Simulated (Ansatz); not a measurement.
# doublet [PF3]+ at 6 levels

Wanted: a comparison of 6 runs (U-r2SCAN0/STO-3G, UB2PLYP/STO-3G, UB3LYP/STO-3G, RPA@PBE/STO-3G, UMP2/STO-3G, UCCSD/STO-3G) of doublet [PF3]+. 

The results are computed with Ansatz 0.2.0.

42 further runs of the same task are left out: 7 that didn't finish, 35 set aside as unsound or not needed.

## (1) Starting point

The species is [PF3]+ (4 atoms), meant as a doublet with charge +1. SMILES of the parent species: `FP(F)F`. Geometry: relaxed at GFN2-xTB. That shape belongs to the parent species and isn't relaxed for this state.

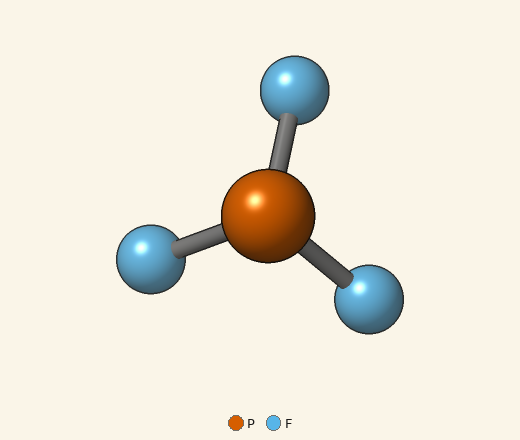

The structure, seen from a chosen angle (phosphorus orange, fluorine blue).

## (2) A single-point energy at U-r2SCAN0/STO-3G (run 1)

Input file job.yaml:

```yaml
crystal:
  periodic: [false, false, false]
  atoms:
    - {symbol: P, position_ang: [-0.004630, 0.005090, 0.642290]}
    - {symbol: F, position_ang: [1.349610, -0.029560, -0.203150]}
    - {symbol: F, position_ang: [-0.648490, 1.180250, -0.228190]}
    - {symbol: F, position_ang: [-0.696500, -1.155780, -0.210950]}
basis:
  gaussian: {orbitals: STO-3G}
total_charge: 1
magnetization: {spin_polarized: true, initial_magnetization: 1}
hamiltonian: {xc: {name: r2SCAN0}}
accuracy: high
```

Run with:

```
$ ansatz run job.yaml --threads 1 --pin off --max-ram 2610MiB --events-out events.jsonl --progress --plain --runs-dir runs
```

Log:

```text
Warning: RAYON_NUM_THREADS=1 ignored (pool sized by the plan → 1); use --threads N
Functional definition: r2SCAN0
  name "r2SCAN0"
  parameter a = 0.25
  parameter k0 = 0.174
  parameter k1 = 0.065
  parameter a1 = 4.9479
  exchange = (1 - a)*r2scan_x(k0 = k0, k1 = k1, a1 = a1) + a*exact_x
  correlation = r2scan_c
463 factors; integrals over basis functions are off by at most 4.2e-8 eV
mean field evaluation 1: about -17196.4954 eV, gradient 3.1e1 eV
mean field evaluation 2: about -17192.7232 eV, gradient 4.1e1 eV
mean field evaluation 4: about -17204.7243 eV, gradient 6.4e-1 eV
mean field evaluation 8: about -17204.7313 eV, gradient 2.1e-2 eV
mean field evaluation 16: about -17204.7313 eV, gradient 1.7e-5 eV
mean field -17204.73130110 eV, -632.2622135299 hartree, gradient 1.0e-8 eV, S^2 0.765220; 0 other end points of the search recorded, 0 dependent functions left out
reference -17204.73130133 eV, -632.2622135383 hartree; 21, 20 occupied and 3, 4 virtual orbitals, 463 factors
Total energy: -17204.73130133 eV, -632.2622135383 hartree
```

It took 2 s on 1 thread of AMD EPYC 9R45 (Zen 5), shared host; peak memory 0.27 GiB.

## (3) A single-point energy at UB2PLYP/STO-3G (run 2)

Input file molecule.yaml:

```yaml
crystal:
  periodic: [false, false, false]
  atoms:
    - {symbol: P, position_ang: [-0.004630, 0.005090, 0.642290]}
    - {symbol: F, position_ang: [1.349610, -0.029560, -0.203150]}
    - {symbol: F, position_ang: [-0.648490, 1.180250, -0.228190]}
    - {symbol: F, position_ang: [-0.696500, -1.155780, -0.210950]}
basis:
  gaussian: {orbitals: STO-3G}
total_charge: 1
magnetization: {spin_polarized: true, initial_magnetization: 1}
hamiltonian: {xc: {name: B2PLYP}}
correlation: {frozen_orbitals: {F: 1, P: 5}}
accuracy: high
```

Run with:

```
$ ansatz run molecule.yaml --threads 1 --pin off --max-ram 2610MiB --events-out events.jsonl --progress --plain --runs-dir runs
```

Log (excerpt; [...] marks lines left out):

```text
Warning: RAYON_NUM_THREADS=1 ignored (pool sized by the plan → 1); use --threads N
Functional definition: B2PLYP
  name "B2PLYP"
[...]
463 factors; integrals over basis functions are off by at most 4.2e-8 eV
[...]
mean field -17193.54339640 eV, -631.8510656154 hartree, gradient 7.4e-8 eV, S^2 0.779131; 2 other end points of the search recorded, 0 dependent functions left out
8 core orbitals not correlated: weight in the atoms' cores, before any rotation towards them, 1.000 or more for the frozen orbitals, at most 0.000 for the correlated occupied ones
reference -17193.54340772 eV, -631.8510660315 hartree; 13, 12 occupied and 3, 4 virtual orbitals, 463 factors
second order -4.78603101 eV of doubles, -0.00000000 eV of singles
Total energy: -17194.83563609 eV, -631.8985545483 hartree
```

Run time: 1.2 s. Hardware: 1 thread of AMD EPYC 9R45 (Zen 5), shared host; peak memory 0.16 GiB.

Runs 3 to 4 aren't shown in full; the table further down has their settings and results.

## (4) A single-point energy at UMP2/STO-3G (run 5)

Input file input.yaml:

```yaml
crystal:
  periodic: [false, false, false]
  atoms:
    - {symbol: P, position_ang: [-0.004630, 0.005090, 0.642290]}
    - {symbol: F, position_ang: [1.349610, -0.029560, -0.203150]}
    - {symbol: F, position_ang: [-0.648490, 1.180250, -0.228190]}
    - {symbol: F, position_ang: [-0.696500, -1.155780, -0.210950]}
basis:
  gaussian: {orbitals: STO-3G}
accuracy: high
total_charge: 1
magnetization: {spin_polarized: true, initial_magnetization: 1}
correlation: {method: mp2, frozen_orbitals: {F: 1, P: 5}}
```

Run with:

```
$ ansatz run input.yaml --threads 1 --pin off --max-ram 2610MiB --events-out events.jsonl --progress --plain --runs-dir runs
```

Log (excerpt; [...] marks lines left out):

```text
Warning: RAYON_NUM_THREADS=1 ignored (pool sized by the plan → 1); use --threads N
Functional definition: HF
  name "HF"
[...]
463 factors; integrals over basis functions are off by at most 4.2e-8 eV
[...]
mean field -17162.86434193 eV, -630.7236311586 hartree, gradient 2.0e-8 eV, S^2 0.819935; 6 other end points of the search recorded, 0 dependent functions left out
8 core orbitals not correlated: weight in the atoms' cores, before any rotation towards them, 1.000 or more for the frozen orbitals, at most 0.000 for the correlated occupied ones
reference -17162.86434193 eV, -630.7236311586 hartree; 13, 12 occupied and 3, 4 virtual orbitals, 463 factors
second order -2.84314647 eV of doubles, -0.00000000 eV of singles
Total energy: -17165.70748840 eV, -630.8281148643 hartree
```

Wall time 0.24 s (1 thread of AMD EPYC 9R45 (Zen 5), shared host).

## (5) The energy at UCCSD/STO-3G (run 6)

Input file in.yaml:

```yaml
crystal:
  periodic: [false, false, false]
  atoms:
    - {symbol: P, position_ang: [-0.004630, 0.005090, 0.642290]}
    - {symbol: F, position_ang: [1.349610, -0.029560, -0.203150]}
    - {symbol: F, position_ang: [-0.648490, 1.180250, -0.228190]}
    - {symbol: F, position_ang: [-0.696500, -1.155780, -0.210950]}
basis:
  gaussian:
    orbitals: STO-3G
accuracy: high
total_charge: 1
correlation:
  method: ccsd
  frozen_orbitals: {F: 1, P: 5}
scf:
  omitted_lower_state_checks: [cluster_reference, increment]
magnetization:
  spin_polarized: true
  initial_magnetization: 1
```

Run with:

```
$ ansatz run in.yaml --threads 1 --pin off --max-ram 2610MiB --events-out events.jsonl --progress --plain --runs-dir runs
```

Log:

```text
Warning: RAYON_NUM_THREADS=1 ignored (pool sized by the plan → 1); use --threads N
[... 13 lines left out ...]
8 core orbitals not correlated: weight in the atoms' cores, before any rotation towards them, 1.000 or more for the frozen orbitals, at most 0.000 for the correlated occupied ones
[... 31 lines left out ...]
Total energy: -17166.54826644 eV, -630.8590128873 hartree
Checks for a lower state left out: cluster_reference, increment
```

Wall time 0.38 s (1 thread of AMD EPYC 9R45 (Zen 5), shared host).

## (6) All runs side by side

```
run             level  frozen core orbitals  energy (Eh)   ⟨S²⟩  wall time
  1  U-r2SCAN0/STO-3G                     –  -632.262214  0.765        2 s
  2    UB2PLYP/STO-3G                     8  -631.898555  0.779      1.2 s
  3     UB3LYP/STO-3G                     –  -632.341801  0.759     0.78 s
  4    RPA@PBE/STO-3G                     8  -630.958384  0.752      1.5 s
  5       UMP2/STO-3G                     8  -630.828115  0.820     0.24 s
  6      UCCSD/STO-3G                     8  -630.859013  0.820     0.38 s
```

## (7) Results

```
                                          quantity          value
                               run 6: total energy  -630.85901 Eh
run 6: correlation energy (8 core orbitals frozen)     -135.4 mEh
          run 6: ⟨S²⟩ of the reference determinant          0.820
                              run 6: T1 diagnostic          0.025
```

What this shows: Totals of different functionals can't be ranked against each other. In runs 1, 2, 3, 4, 5, 6 the basis is minimal, so the values are rough. All runs together took 6.1 s, the longest 2 s.
